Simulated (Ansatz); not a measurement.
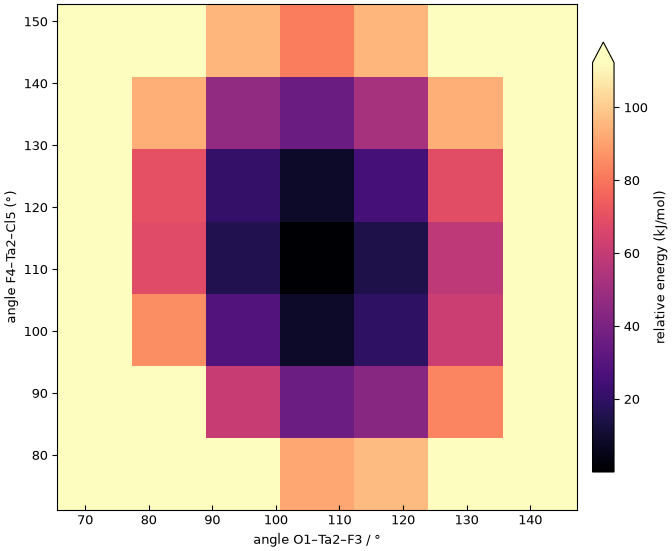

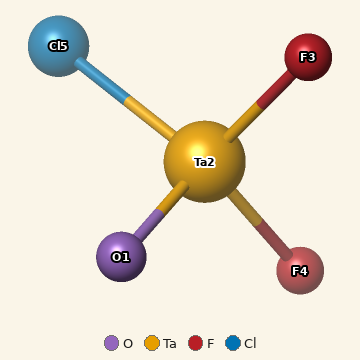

Energy landscape of ClF₂OTa, SMILES [O]=[Ta]([F])([F])[Cl]. Coordinates scanned: (1) angle O1–Ta2–F3; (2) angle F4–Ta2–Cl5. Nothing is relaxed (all other coordinates rigid). The scan uses a 7 × 7 grid. Energies are in kJ/mol, from the relaxed molecule at the same level. Theory: RKS r2SCAN-D4/def2-SVP in Ansatz.

The picture shows one coloured cell a grid point, one colour for all values above the top of the scale. The second picture is the structure at the lowest point.

> Describe this landscape.

The lowest grid point is at angle O1–Ta2–F3 = 106.5°, angle F4–Ta2–Cl5 = 112.0°, 0 kJ/mol from the relaxed molecule at the same level. It is the only kind of minimum in the scanned range. The highest grid point, angle O1–Ta2–F3 = 71.5°, angle F4–Ta2–Cl5 = 77.0°, lies 314 kJ/mol above the lowest. Round the minimum the valley is somewhat tilted: raising angle O1–Ta2–F3 shifts the best value of angle F4–Ta2–Cl5 downwards (coupling k₁₂/√(k₁₁k₂₂) about 0.2).

The values on the grid:

```
angle F4–Ta2–Cl5 ↓, angle O1–Ta2–F3 →  71.5  83.2  94.8  106.5  118.2  129.8  141.5
                                147.0   248   143    95     82     95    131    189
                                135.4   198    93    46     35     52     93    158
                                123.7   177    70    21      9     25     69    139
                                112.0   179    68    16      0     15     58    132
                                100.4   201    86    29      8     20     62    138
                                 88.7   244   123    61     36     44     84    161
                                 77.0   314   188   120     92     96    134    212
```

Time for the 49 points that were run: 15 min on 1 thread of Arm Neoverse N1, with other jobs on the host.
